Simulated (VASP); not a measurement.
Band structure of Mo₃Si (A15). Method: PBEsol GGA, VASP's PBE PAW potentials (set 64) (plane waves; VASP).

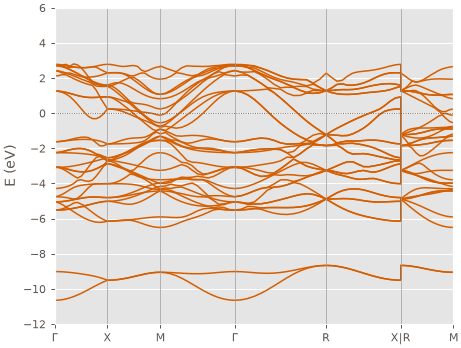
Bands along high-symmetry lines, zero at the valence-band maximum or, without a gap, the Fermi level

Question: Read the plot: is there a gap, and where are the band edges?

Answer: It has no gap at this level: it comes out as a metal or semimetal. (Edges off the drawn lines would not show.)

The compound is Mo3Si in the A15 structure. It was relaxed first.
